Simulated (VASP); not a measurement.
Band structure of Cd (space group P6_3/mmc). Calculation: PBE GGA, VASP's PBE PAW potentials (set 64) (plane waves; VASP).

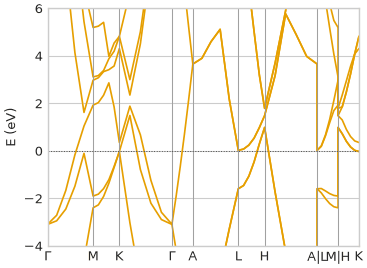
*Bands along high-symmetry lines, zero at the valence-band maximum or, without a gap, the Fermi level*

### Question
Read the plot: is there a gap, and where are the band edges?

### Answer
It has no gap at this level: it comes out as a metal or semimetal.

The structure is a typed Cd crystal. The cell was not relaxed at this level.
